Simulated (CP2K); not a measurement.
# BH2Cl (SMILES BCl): B3LYP-D3(BJ)/x2c-SVPall (ngrids 4)

Aim: the vertical ionisation energy of BH2Cl at B3LYP-D3(BJ)/x2c-SVPall (ngrids 4), from 2 runs. The job is set up through an ASE script.

The results are computed with CP2K 2026.2.

4 further runs of the same task are left out: 4 set aside as unsound or not needed.

**1. The molecule**

BH2Cl: 4 atoms, total charge 0, spin state singlet. As SMILES, `BCl`. Geometry: relaxed at PBE0-D4/def2-TZVP.

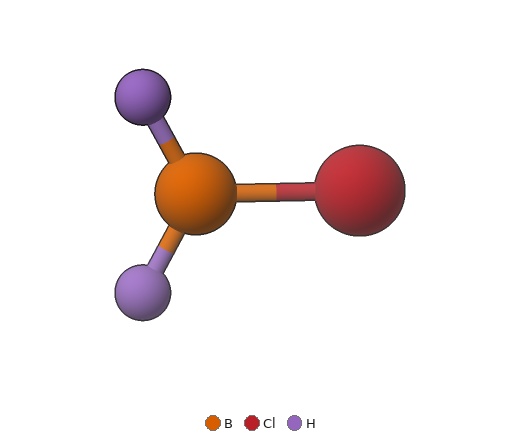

Viewed from a chosen angle; boron orange, chlorine red, hydrogen purple.

**2. Energy and gradient at B3LYP-D3(BJ)/x2c-SVPall (ngrids 4)**

File run.py:

```python
import numpy as np
from ase import Atoms
from ase.calculators.cp2k import CP2K

atoms = Atoms(['B', 'Cl', 'H', 'H'],
              positions=[(-0.116700, 0.021700, -0.075300),
                         (1.365000, -0.395300, 0.721200),
                         (-1.106200, -0.559500, 0.240400),
                         (-0.086600, 0.872800, -0.906600)])
atoms.set_cell([9.5, 9.5, 9.5])
atoms.center()
cp2k_input = """
&FORCE_EVAL
   METHOD Quickstep
   &DFT
      BASIS_SET_FILE_NAME ./x2c_svpall.basis
      POTENTIAL_FILE_NAME POTENTIAL
      CHARGE 0
      MULTIPLICITY 1
      &QS
         METHOD GAPW
         EPS_DEFAULT 1.0E-10
      &END QS
      &MGRID
         CUTOFF 250
         REL_CUTOFF 50
         NGRIDS 4
      &END MGRID
      &POISSON
         PERIODIC NONE
         POISSON_SOLVER WAVELET
      &END POISSON
      &SCF
         SCF_GUESS ATOMIC
         EPS_SCF 1.0E-07
         MAX_SCF 80
         ADDED_MOS 3
         &DIAGONALIZATION
            ALGORITHM STANDARD
         &END DIAGONALIZATION
         &MIXING
            METHOD DIRECT_P_MIXING
            ALPHA 0.4
         &END MIXING
      &END SCF
      &XC
         &XC_FUNCTIONAL
            &HYB_GGA_XC_B3LYP
            &END HYB_GGA_XC_B3LYP
         &END XC_FUNCTIONAL
         &HF
            FRACTION 0.2
            &SCREENING
               EPS_SCHWARZ 1.0E-09
               SCREEN_ON_INITIAL_P F
            &END SCREENING
            &INTERACTION_POTENTIAL
               POTENTIAL_TYPE COULOMB
            &END INTERACTION_POTENTIAL
            &MEMORY
               MAX_MEMORY 1050
            &END MEMORY
         &END HF
         &VDW_POTENTIAL
            POTENTIAL_TYPE PAIR_POTENTIAL
            &PAIR_POTENTIAL
               TYPE DFTD3(BJ)
               PARAMETER_FILE_NAME dftd3.dat
               REFERENCE_FUNCTIONAL B3LYP
               R_CUTOFF 15
            &END PAIR_POTENTIAL
         &END VDW_POTENTIAL
      &END XC
      &PRINT
         &MOMENTS
            PERIODIC F
            REFERENCE COM
            MAX_MOMENT 1
         &END MOMENTS
         &MO ON
            ENERGIES T
            OCCUPATION_NUMBERS T
            NDIGITS 6
            &EACH
               QS_SCF 0
            &END EACH
            ADD_LAST NUMERIC
         &END MO
         &HIRSHFELD OFF
         &END HIRSHFELD
      &END PRINT
   &END DFT
   &SUBSYS
      &KIND B
         BASIS_SET x2c-SVPall
         POTENTIAL ALL
      &END KIND
      &KIND Cl
         BASIS_SET x2c-SVPall
         POTENTIAL ALL
      &END KIND
      &KIND H
         BASIS_SET x2c-SVPall
         POTENTIAL ALL
      &END KIND
   &END SUBSYS
&END FORCE_EVAL
"""
calc = CP2K(command="cp2k.psmp -s", label="calc", inp=cp2k_input, basis_set=None, basis_set_file=None, potential_file=None, pseudo_potential=None, xc=None, cutoff=None, max_scf=None, charge=None, uks=False,
            force_eval_method=None, print_level="LOW", poisson_solver=None, stress_tensor=False)
atoms.calc = calc
print("E / eV:", round(atoms.get_potential_energy(), 6))
forces = atoms.get_forces()
print(np.array2string(forces, precision=5, suppress_small=True))
print("largest force / (eV/A): %.4f" % np.linalg.norm(forces, axis=1).max())
```

The run is started by

```console
$ OMP_NUM_THREADS=1 python run.py
```

The log of the run:

```text
E / eV: -13223.211913
[[-0.03582  0.0069  -0.01577]
 [ 0.27835 -0.0734   0.15749]
 [-0.22848 -0.11745  0.0563 ]
 [-0.0129   0.18717 -0.18789]]
largest force / (eV/A): 0.3281
```

calc.out:

```text
CP2K| version string:                                       CP2K version 2026.2
 CP2K| Input file name                                                  calc.inp

[... 74 lines left out ...]
  *** SCF run converged in    14 steps ***
[... 11 lines left out ...]
  Hartree energy:                                              58.28591952959812
[... 1 line left out ...]
  Hartree-Fock Exchange energy:                                -6.44954674063095
[... 5 lines left out ...]
  Total energy:                                              -485.94411744146447
[... 18 lines left out ...]
  Dipole moment [Debye]
[... 28 lines left out ...]
 -------------------------------------------------------------------------------
```

It took 23 s on 1 thread of Arm Neoverse V1, shared host; peak memory 0.48 GiB.

**3. The doublet cation**

File calc.py:

```python
import numpy as np
from ase import Atoms
from ase.calculators.cp2k import CP2K

atoms = Atoms(['B', 'Cl', 'H', 'H'],
              positions=[(-0.116700, 0.021700, -0.075300),
                         (1.365000, -0.395300, 0.721200),
                         (-1.106200, -0.559500, 0.240400),
                         (-0.086600, 0.872800, -0.906600)])
atoms.set_cell([9.5, 9.5, 9.5])
atoms.center()
cp2k_input = """
&FORCE_EVAL
 METHOD QS
 &DFT
  BASIS_SET_FILE_NAME ./x2c_svpall.basis
  POTENTIAL_FILE_NAME POTENTIAL
  CHARGE 1
  MULTIPLICITY 2
  UNRESTRICTED_KOHN_SHAM T
  # Quickstep
  &QS
   METHOD GAPW
   EPS_DEFAULT 1.0E-10
  &END QS
  # real-space grids
  &MGRID
   CUTOFF 250
   REL_CUTOFF 50
   NGRIDS 4
  &END MGRID
  &POISSON
   PERIODIC NONE
   POISSON_SOLVER WAVELET
  &END POISSON
  # self-consistent field
  &SCF
   SCF_GUESS ATOMIC
   EPS_SCF 1.0E-07
   MAX_SCF 40
   &OT ON
    MINIMIZER DIIS
    PRECONDITIONER FULL_ALL
   &END OT
   &OUTER_SCF
    EPS_SCF 1.0E-07
    MAX_SCF 10
   &END OUTER_SCF
  &END SCF
  &XC
   &XC_FUNCTIONAL
    &HYB_GGA_XC_B3LYP
    &END HYB_GGA_XC_B3LYP
   &END XC_FUNCTIONAL
   &HF
    FRACTION 0.2
    &SCREENING
     EPS_SCHWARZ 1.0E-09
     SCREEN_ON_INITIAL_P F
    &END SCREENING
    &INTERACTION_POTENTIAL
     POTENTIAL_TYPE COULOMB
    &END INTERACTION_POTENTIAL
    &MEMORY
     MAX_MEMORY 1050
    &END MEMORY
   &END HF
   &VDW_POTENTIAL
    POTENTIAL_TYPE PAIR_POTENTIAL
    &PAIR_POTENTIAL
     TYPE DFTD3(BJ)
     PARAMETER_FILE_NAME dftd3.dat
     REFERENCE_FUNCTIONAL B3LYP
     R_CUTOFF 15
    &END PAIR_POTENTIAL
   &END VDW_POTENTIAL
  &END XC
  &PRINT
   &MOMENTS
    PERIODIC F
    REFERENCE COM
    MAX_MOMENT 1
   &END MOMENTS
   &MO_CUBES
    NLUMO 3
    NHOMO -1
    WRITE_CUBE F
   &END MO_CUBES
   &HIRSHFELD OFF
   &END HIRSHFELD
  &END PRINT
 &END DFT
 # atoms, cell and kinds
 &SUBSYS
  &KIND B
   BASIS_SET x2c-SVPall
   POTENTIAL ALL
  &END KIND
  &KIND Cl
   BASIS_SET x2c-SVPall
   POTENTIAL ALL
  &END KIND
  &KIND H
   BASIS_SET x2c-SVPall
   POTENTIAL ALL
  &END KIND
 &END SUBSYS
&END FORCE_EVAL
"""
calc = CP2K(command="cp2k.psmp -s", label="gas", inp=cp2k_input, basis_set=None, basis_set_file=None, potential_file=None, pseudo_potential=None, xc=None, cutoff=None, max_scf=None, charge=None, uks=False,
            force_eval_method=None, print_level="LOW", poisson_solver=None, stress_tensor=False)
atoms.calc = calc
print("E / eV:", round(atoms.get_potential_energy(), 6))
forces = atoms.get_forces()
print(np.array2string(forces, precision=5, suppress_small=True))
print("largest force / (eV/A): %.4f" % np.linalg.norm(forces, axis=1).max())
```

The run is started by

```console
$ OMP_NUM_THREADS=1 python calc.py
```

The log of the run:

```text
E / eV: -13211.928937
[[ 1.81275 -0.5126   0.97731]
 [-0.82384  0.22546 -0.43482]
 [-0.8744  -0.39623  0.16313]
 [-0.11298  0.67566 -0.69531]]
largest force / (eV/A): 2.1223
```

gas.out:

```text
CP2K| version string:                                       CP2K version 2026.2
 CP2K| Input file name                                                   gas.inp

[... 98 lines left out ...]
  Hartree energy:                                              58.77207749677406
[... 7 lines left out ...]
  Total energy:                                              -485.51336108595837
[... 33 lines left out ...]
  Core Hamiltonian energy:                                   -271.38026756619325
[... 3 lines left out ...]
  Dispersion energy:                                           -0.00303820588426
[... 17 lines left out ...]
  Dipoles are based on the traditional operator.
[... 20 lines left out ...]
 WARNING : did not converge in ot_eigensolver
 number of iterations          299  exceeded maximum
[... 6 lines left out ...]
 OT| Eigensolver reached convergence in 207 iterations
[... 31 lines left out ...]
 -------------------------------------------------------------------------------
```

It took 98 s on 1 thread of Arm Neoverse V1, shared host; peak memory 0.58 GiB.

**4. Results**

Level: B3LYP-D3(BJ)/x2c-SVPall (ngrids 4).

| quantity | value |
| --- | --- |
| singlet BH2Cl: total energy | -485.94412 Eh |
| singlet BH2Cl: dipole moment | 0.31 D |
| singlet BH2Cl: HOMO energy | -8.23 eV |
| singlet BH2Cl: LUMO energy | -1.82 eV |
| singlet BH2Cl: HOMO–LUMO gap | 6.41 eV |
| singlet BH2Cl: dispersion energy | -7.98 kJ/mol |
| doublet cation: total energy | -485.52948 Eh |
| doublet cation: HOMO energy (highest over α and β) | -17.36 eV |
| doublet cation: LUMO energy (lowest over α and β) | -14.33 eV |
| doublet cation: dispersion energy | -7.98 kJ/mol |
| doublet cation: ⟨S²⟩ | 0.754 |
| vertical ionisation energy (to the doublet cation) | 11.283 eV |

What this shows: The vertical ionisation energy comes to 11.28 eV (260 kcal/mol). −ε(HOMO) before ionisation, 8.23 eV, is 3.05 eV below this ionisation energy. The basis (singlet BH2Cl) was made for a relativistic Hamiltonian, but the run is non-relativistic. The basis (doublet cation) was made for a relativistic Hamiltonian, but the run is non-relativistic.
